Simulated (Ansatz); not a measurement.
# Al2H2 (charge +1, doublet): what the fields show

The calculation's input:

```
crystal:
  periodic: [false, false, false]
  atoms:
    - {symbol: Al, position_ang: [-0.079890, -1.376564, 0.378046]}
    - {symbol: Al, position_ang: [0.091770, 1.377224, -0.372929]}
    - {symbol: H, position_ang: [0.443976, -0.302805, -1.008895]}
    - {symbol: H, position_ang: [-0.455866, 0.302156, 1.003778]}
basis:
  gaussian: {orbitals: def2-TZVP, initial_orbitals: start.molden}
total_charge: 1
magnetization: {spin_polarized: true, initial_magnetization: 1}
hamiltonian: {xc: pbe0, dispersion: d4}
scf: {omitted_lower_state_checks: [starts]}
output: {orbitals: {seedname: orbitals}}
```

Launched as:

```sh
ansatz run in.yaml --threads 4 --pin off --events-out ev --progress --plain --max-ram 3916MiB
```

Geometry: PBE-D4/def2-TZVP.

Method: UKS PBE0-D4/def2-TZVP (Ansatz 0.2.0).

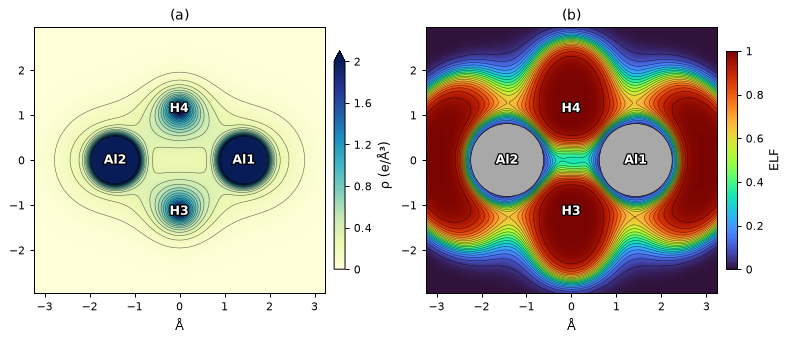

Figure 1. (a) electron density; (b) ELF on the molecular plane. Grey discs cover the atomic cores in the ELF map.

> Describe what can be read from this map.

The section cuts through Al and H sites.
Al–H (1.83 Å): ρ is about 0.35 e/Å³ halfway; the ELF climbs to about 1 towards the hydrogen.

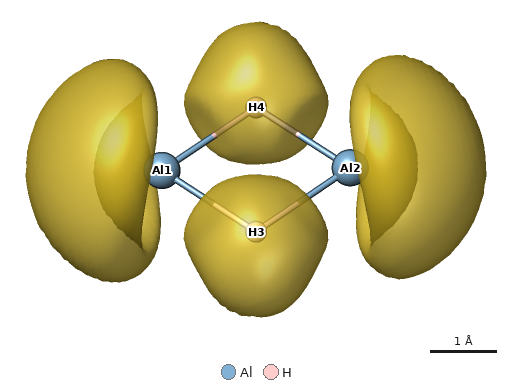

Figure 2. Isosurface of the ELF at 0.75 (yellow), seen at a tilt. Core shells and regions of very low density are left out.

> Describe the localisation domains.

At this value the surface marks out two regions around hydrogen nuclei and two lobes on Al, pointing away from the bonds (non-bonding electrons).

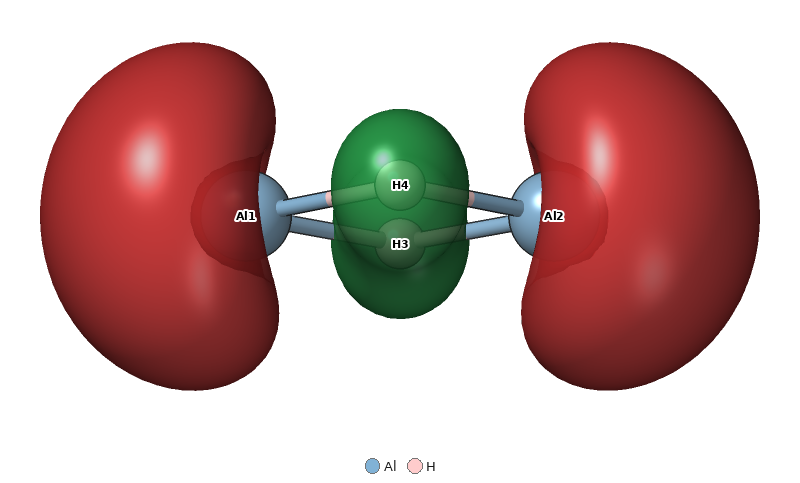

Figure 3. The LUMO (β) at ±0.1 Å⁻³ᐟ² (green and red are the two phases), seen from one side.

> What is the character of this orbital?

Its weight (Hirshfeld) is mainly on Al1 (about 45 %) and Al2 (about 45 %); it is symmetric in the molecular plane (an in-plane orbital: σ, lone-pair or in-plane π type); it is gerade (even under inversion). Its energy is −8.78 eV.
